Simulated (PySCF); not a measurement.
# C₉H₂₀: magnetic properties

Aim: compute the magnetic properties of C₉H₂₀ (`CCC[C@@H](C)[C@@H](C)CC`).

Programs: PySCF 2.14.0, with routines of our own; each step states its level. All values are computed. Atoms count from 0.

### Step 1. The system as given

29 atoms, charge 0, multiplicity 1; geometry from: GFN2-xTB.

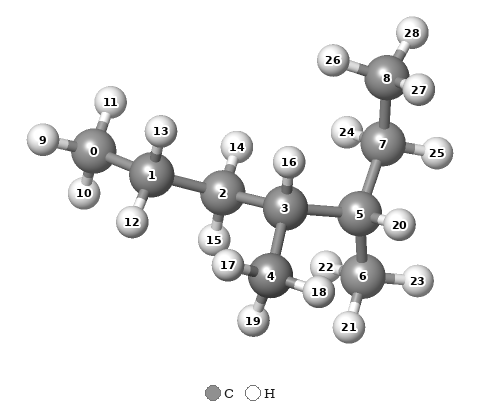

The starting geometry (carbon grey, hydrogen white).

### Step 2. Magnetic properties: GIAO HF/pcSseg-1

Job settings and geometry (Å):

```
{"job": {"kind": "mag", "xc": "HF", "basis": "pcSseg-1", "isotopologues": 0}, "charge": 0, "multiplicity": 1}
C      3.286241     0.489013     1.179811
C      2.245937     0.740552     0.093857
C      1.006340    -0.129762     0.299668
C     -0.137675     0.208901    -0.661730
C      0.261253    -0.082629    -2.110680
C     -1.461145    -0.503680    -0.307150
C     -1.352962    -2.027307    -0.375025
C     -2.029139    -0.105674     1.063018
C     -2.273495     1.389583     1.232249
H      4.175144     1.092614     1.009180
H      3.580705    -0.558600     1.189696
H      2.884847     0.739432     2.159997
H      2.691289     0.529971    -0.879647
H      1.957439     1.794773     0.107645
H      0.664280     0.009903     1.326528
H      1.288955    -1.177415     0.180787
H     -0.329135     1.284796    -0.589768
H      0.995264     0.639913    -2.458338
H     -0.605093    -0.019144    -2.765973
H      0.693535    -1.075859    -2.204774
H     -2.192207    -0.187603    -1.062299
H     -0.997104    -2.353297    -1.347992
H     -0.676220    -2.402451     0.388453
H     -2.330319    -2.475908    -0.207659
H     -1.366036    -0.457337     1.855349
H     -2.980545    -0.629210     1.188540
H     -1.338134     1.940682     1.283948
H     -2.858393     1.777692     0.400973
H     -2.823536     1.576001     2.152299
```

With the program's defaults for keys left out, this is: GIAO HF/pcSseg-1 magnetisability, rotational g tensor and spin-rotation constants, non-relativistic, gas phase.

Started as:

```sh
OMP_NUM_THREADS=1 python excited_run.py task.json out
```

The driver reads the jobs from task.json and runs them one after another.

Standard output:

```text
final grid: 208312 points
cycle   1  E = -352.3062728041  dE =  1.762e+00  |g| = 4.932e-01  |ddm| = 4.320e+00
cycle   2  E = -352.3927949814  dE = -8.652e-02  |g| = 1.336e-01  |ddm| = 5.152e-01
cycle   3  E = -352.3990245568  dE = -6.230e-03  |g| = 4.591e-02  |ddm| = 1.948e-01
cycle   4  E = -352.3996220382  dE = -5.975e-04  |g| = 6.128e-03  |ddm| = 5.470e-02
cycle   5  E = -352.3996345205  dE = -1.248e-05  |g| = 1.573e-03  |ddm| = 8.749e-03
cycle   6  E = -352.3996353894  dE = -8.689e-07  |g| = 4.225e-04  |ddm| = 2.526e-03
cycle   7  E = -352.3996354519  dE = -6.241e-08  |g| = 8.182e-05  |ddm| = 6.156e-04
cycle   8  E = -352.3996354556  dE = -3.721e-09  |g| = 2.127e-05  |ddm| = 2.036e-04
cycle   9  E = -352.3996354557  dE = -1.667e-10  |g| = 4.923e-06  |ddm| = 3.692e-05
converged SCF energy = -352.3996354557

Magnetisability tensor (1e-30 J/T^2)
    -1906.52       11.75      -21.57
       11.75    -1933.32      -12.95
      -21.57      -12.95    -1902.05
isotropic -1913.96   principal values   -1938.76  -1925.97  -1877.16
isotropic susceptibility -115.262 1e-6 cm^3/mol

Inertial axes            a          b          c
rot. const./GHz      1.8712     0.9202     0.7766
chi total          -114.701   -115.684   -115.399
chi diamagnetic    -852.212  -1540.227  -1797.385
chi paramagnetic    737.510   1424.543   1681.985
quadrupole/D A        0.384     -0.133     -0.251
g nuclear            0.6504     0.6174     0.6149
g electronic        -0.6483    -0.6158    -0.6137
g total              0.0021     0.0016     0.0013

Spin-rotation constants (kHz, H = +C I.J)
atom  isotope        aa         bb         cc
  9     1H       -0.012     -0.100     -0.064
 10     1H       -0.207     -0.068     -0.015
 11     1H       -0.183     -0.002     -0.081
 12     1H       -0.173     -0.003     -0.077
 13     1H       -0.204     -0.066     -0.018
 14     1H       -0.188     -0.007     -0.073
 15     1H       -0.211     -0.056     -0.027
 16     1H       -0.204     -0.059     -0.018
 17     1H       -0.060     -0.102     -0.040
 18     1H       -0.052     -0.085     -0.068
 19     1H       -0.202     -0.054     -0.031
 20     1H       -0.113     -0.087     -0.036
 21     1H       -0.193      0.007     -0.082
 22     1H       -0.138     -0.091     -0.028
 23     1H        0.009     -0.104     -0.076
 24     1H       -0.132     -0.083     -0.029
 25     1H        0.017     -0.101     -0.075
 26     1H        0.007     -0.096     -0.079
 27     1H       -0.156     -0.085     -0.025
 28     1H       -0.153     -0.015     -0.079
  0    13C*       0.231      0.124      0.102
  1    13C*       0.264      0.135      0.102
  2    13C*       0.290      0.138      0.115
  3    13C*       0.273      0.147      0.112
  4    13C*       0.262      0.115      0.111
  5    13C*       0.290      0.151      0.133
  6    13C*       0.251      0.114      0.101
  7    13C*       0.288      0.123      0.118
  8    13C*       0.252      0.113      0.092
* in the singly substituted isotopologue
```

It took 3.1 min on 1 thread of Intel Xeon at 2.50GHz, shared host; peak memory 1.1 GiB.

From this job:

| quantity | value |
| --- | --- |
| magnetisability | -1914·10⁻³⁰ J/T² |
| molar susceptibility | -115.3·10⁻⁶ cm³/mol |
| rotational g (a, b, c) | 0.0021, 0.0016, 0.0013 |

Orbitals, density, ELF and potential are computed afterwards from the orbital file.

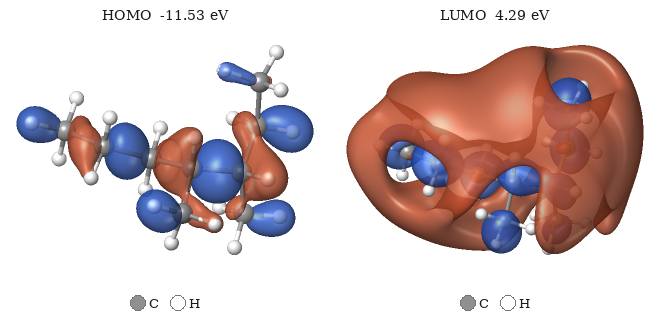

Frontier orbitals at HF/pcSseg-1; each surface holds 70 % of the orbital's density, blue and red mark the sign.

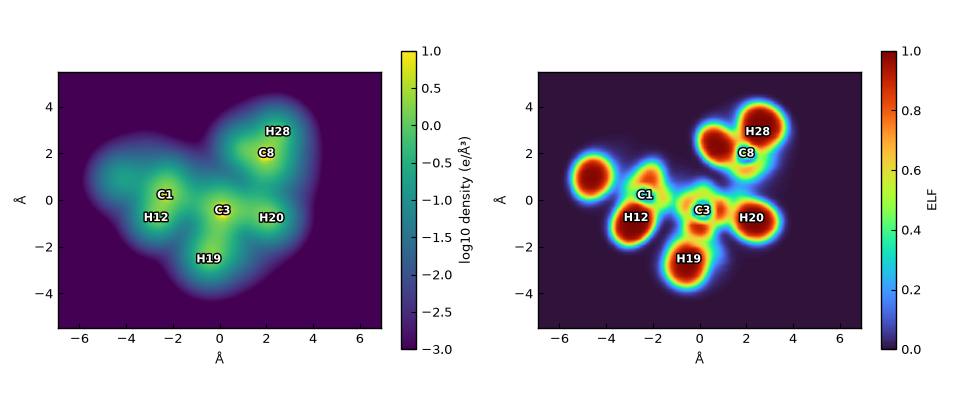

Density (left) and ELF (right) in a plane through or near 7 of the atoms.

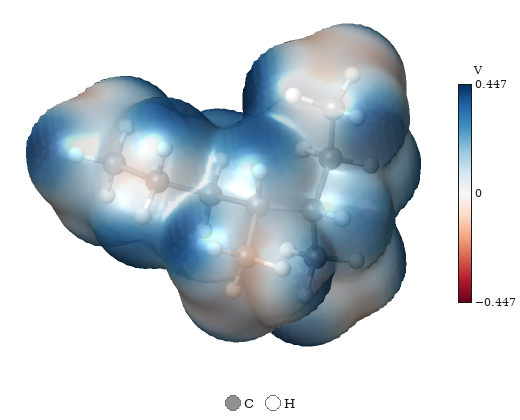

The potential that a unit positive charge feels on the 0.002 e/bohr³ surface, from the 1st to the 99th percentile, from -0.11 to 0.45 V.

### Step 3. Magnetic properties: common gauge origin BLYP/6-31G*

The job, as its differences from that of step 2:

```diff
@@ -1,2 +1,2 @@
-{"job": {"kind": "mag", "xc": "HF", "basis": "pcSseg-1", "isotopologues": 0}, "charge": 0, "multiplicity": 1}
+{"job": {"kind": "mag", "xc": "BLYP", "basis": "6-31G*", "gauge": [0, 0, 0], "scf": {"guess": "huckel"}}, "charge": 0, "multiplicity": 1}
 C      3.286241     0.489013     1.179811
```

Level: common gauge origin BLYP/6-31G* magnetisability, rotational g tensor and spin-rotation constants, non-relativistic, gas phase.

Standard output:

```text
final grid: 208312 points
cycle   1  E = -349.3535604073  dE =  8.853e-02  |g| = 4.368e+00  |ddm| = 7.259e+00
cycle   2  E = -337.8433786147  dE =  1.151e+01  |g| = 6.756e+00  |ddm| = 4.620e+01
cycle   3  E = -353.9031258978  dE = -1.606e+01  |g| = 1.785e+00  |ddm| = 4.595e+01
cycle   4  E = -354.5332873433  dE = -6.302e-01  |g| = 9.047e-01  |ddm| = 3.177e+00
cycle   5  E = -354.7369512896  dE = -2.037e-01  |g| = 1.341e-01  |ddm| = 9.764e-01
cycle   6  E = -354.7399891066  dE = -3.038e-03  |g| = 8.221e-02  |ddm| = 2.192e-01
cycle   7  E = -354.7416644835  dE = -1.675e-03  |g| = 1.164e-02  |ddm| = 8.550e-02
cycle   8  E = -354.7417013432  dE = -3.686e-05  |g| = 2.509e-03  |ddm| = 1.774e-02
cycle   9  E = -354.7417027551  dE = -1.412e-06  |g| = 1.022e-03  |ddm| = 3.589e-03
cycle  10  E = -354.7417029749  dE = -2.198e-07  |g| = 3.923e-04  |ddm| = 1.340e-03
cycle  11  E = -354.7417030167  dE = -4.188e-08  |g| = 6.203e-05  |ddm| = 6.037e-04
cycle  12  E = -354.7417030177  dE = -9.800e-10  |g| = 1.962e-05  |ddm| = 9.849e-05
converged SCF energy = -354.7417030177

Magnetisability tensor (1e-30 J/T^2)
    -5917.16      686.62      -25.86
      686.62   -10293.43      593.02
      -25.86      593.02   -10019.86
isotropic -8743.49   principal values  -10829.27  -9590.22  -5810.96
isotropic susceptibility -526.545 1e-6 cm^3/mol

Inertial axes            a          b          c
rot. const./GHz      1.8712     0.9202     0.7766
chi total          -349.958   -577.630   -652.046
chi diamagnetic    -849.252  -1537.357  -1794.593
chi paramagnetic    499.294    959.726   1142.547
quadrupole/D A        0.239     -0.128     -0.111
g nuclear            0.6504     0.6174     0.6149
g electronic        -0.4389    -0.4149    -0.4168
g total              0.2115     0.2025     0.1981

Spin-rotation constants (kHz, H = +C I.J)
atom  isotope        aa         bb         cc
  9     1H       -0.113      0.481      0.470
 10     1H       -0.221      0.114     -0.014
 11     1H        0.162     -0.175     -0.131
 12     1H       -0.366      0.062     -0.072
 13     1H       -0.198     -0.207     -0.172
 14     1H       -0.330     -0.358     -0.394
 15     1H       -0.320     -0.252     -0.261
 16     1H       -0.465     -0.232     -0.356
 17     1H        0.147     -0.032     -0.105
 18     1H        0.373     -0.111     -0.048
 19     1H       -0.119     -0.336      0.071
 20     1H       -0.450     -0.037     -0.014
 21     1H        0.111     -0.217     -0.002
 22     1H       -0.057     -0.197     -0.348
 23     1H        0.051      0.255      0.140
 24     1H       -0.142     -0.356     -0.298
 25     1H       -0.241      0.256      0.144
 26     1H        0.162     -0.505     -0.388
 27     1H       -0.322      0.185     -0.018
 28     1H        0.413      0.089      0.326
  0    13C*       0.169      0.102      0.080
  1    13C*       0.154      0.057      0.032
  2    13C*       0.156      0.021      0.008
  3    13C*       0.094      0.031      0.000
  4    13C*       0.180      0.050      0.061
  5    13C*       0.091      0.058      0.037
  6    13C*       0.155      0.065      0.055
  7    13C*       0.126      0.064      0.050
  8    13C*       0.173      0.072      0.052
* in the singly substituted isotopologue
```

It took 1.9 min on 1 thread of Intel Xeon at 2.50GHz, shared host; peak memory 0.67 GiB.

It converged, yet the result is unsound: a common gauge origin replaces GIAOs, so the magnetic properties depend on where the origin lies.

### Step 4. Results

| quantity | value |
| --- | --- |
| magnetisability (step 2, GIAO HF/pcSseg-1) | -1914·10⁻³⁰ J/T² |
| molar susceptibility (step 2, GIAO HF/pcSseg-1) | -115.3·10⁻⁶ cm³/mol |
| rotational g (a, b, c) (step 2, GIAO HF/pcSseg-1) | 0.0021, 0.0016, 0.0013 |
| surface potential, 1st and 99th percentile | -0.11 V and 0.45 V |
| runs | 0 failed, 1 ended on unsound input |

The values above hold for this geometry and these levels alone. Vibrational averaging and real surroundings are missing from these values.
